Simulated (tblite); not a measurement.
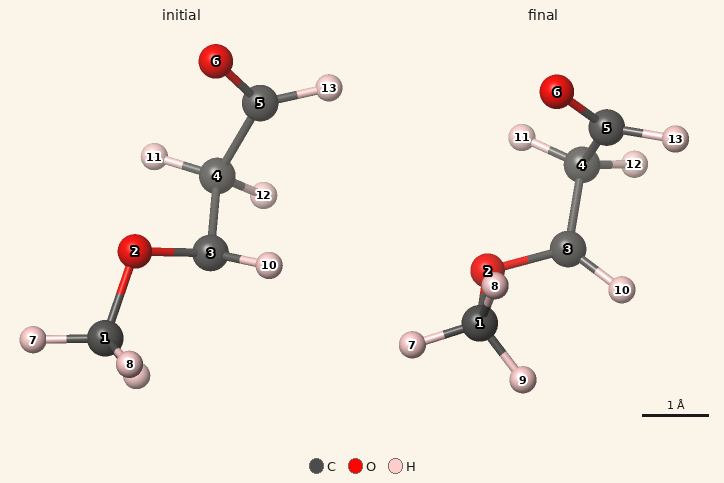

The structure of C4H7O2 (multiplicity 2) before (left) and after (right) a relaxation, at one scale.

The picture is a ball-and-stick view, seen from a free direction.

Level of theory: GFN2-xTB geometry optimisation, gas phase in tblite. 

Q: Summarise the run.

A: Over 113 geometry steps the energy falls by 19.9 kcal/mol. H8 moves most after the best rigid fit: 1.22 Å. Largest moves by element: H 1.22 Å, O 0.96 Å, C 0.57 Å. Among the contacts that change: C3–C5 2.437 → 2.078 Å, C4–H12 1.129 → 1.085 Å, O2–C3 1.382 → 1.339 Å, C3–C4 1.513 → 1.473 Å. Bond angles that change, for instance: C3–C4–C5 108.5° → 88.1°, C1–O2–C3 106.4° → 117.2°, C3–C4–H12 106.6° → 114.7°. Groups turn about C1–O2 by about 25°, C4–C5 by about 20°. Cost: 0.78 s on 1 thread of Intel(R) Xeon(R) Platinum 8259CL CPU @ 2.50GHz, on a shared host.
